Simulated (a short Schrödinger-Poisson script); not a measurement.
System: gated Al0.33Ga0.67N/GaN polarisation-induced gas, at 300 K.

```tsv
layer	material	thickness (nm)	Na (cm⁻³)
1	Al0.33Ga0.67N	30	-
2	GaN	6000	1e14
```

The device is made up for the run: typed textbook-type constants, with dimensions and the other settings drawn at random. Al0.33Ga0.67N: permittivity 9.3, conduction-band edge (eV) 0.462, gap (eV) 4.09, electron mass (mₑ) 0.24, Nv at 300 K (cm⁻³) 4.6e19. GaN: permittivity 9.5, conduction-band edge (eV) 0, gap (eV) 3.43, Nv at 300 K (cm⁻³) 4.6e19.

Channel valleys (confinement mass, in-plane density-of-states mass, number): Γ 0.2, 0.2, 1. At the gate the conduction-band edge of layer 1 lies 1.27 eV − eVg above the Fermi level of the channel; the field vanishes at the back. Sheet of polarisation charge: +1.6e13 e/cm² at 30 nm from the gate. The barrier under the gate holds no holes. Gaps are held at their typed values at every temperature. Mesh 0.08 nm at interfaces.

Solved with a short Schrödinger-Poisson script written for these runs: 1D Poisson equation in equilibrium, electrons quantum, Hartree plus LDA exchange-correlation (BenDaniel-Duke, 40 states a valley, the channel's in-plane mass for all, wave functions free to enter the barrier), parabolic valleys, classical holes, full ionisation, no traps, pinning or gate leakage.

Only gate voltages with over 1e8 electrons/cm² are shown.

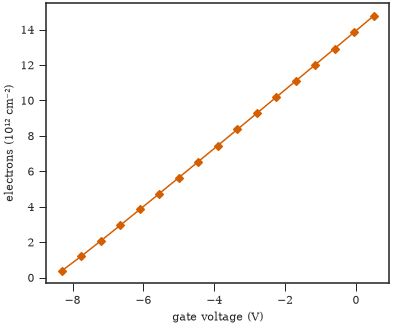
Figure: Sheet density against gate voltage

| Vg (V) | electrons (cm⁻²) | in the channel layer | C (μF/cm²) | Γ E0 (meV) | Γ E1 (meV) |
|---|---|---|---|---|---|
| 0.5 | 1.48e13 | 1.33e13 | 0.269 | -154.7 | 3.0 |
| -0.6 | 1.29e13 | 1.19e13 | 0.268 | -136.2 | 9.9 |
| -1.7 | 1.11e13 | 1.04e13 | 0.266 | -117.1 | 16.6 |
| -2.8 | 9.27e12 | 8.78e12 | 0.265 | -97.4 | 23.3 |
| -3.9 | 7.45e12 | 7.14e12 | 0.264 | -77.1 | 30.1 |
| -5 | 5.64e12 | 5.47e12 | 0.263 | -55.8 | 37.1 |
| -6.1 | 3.84e12 | 3.77e12 | 0.260 | -32.3 | 44.9 |
| -7.2 | 2.07e12 | 2.05e12 | 0.255 | -3.0 | 55.6 |
| -8.3 | 3.87e11 | 3.86e11 | 0.223 | 59.4 | 88.1 |

Subbands count from the Fermi level.
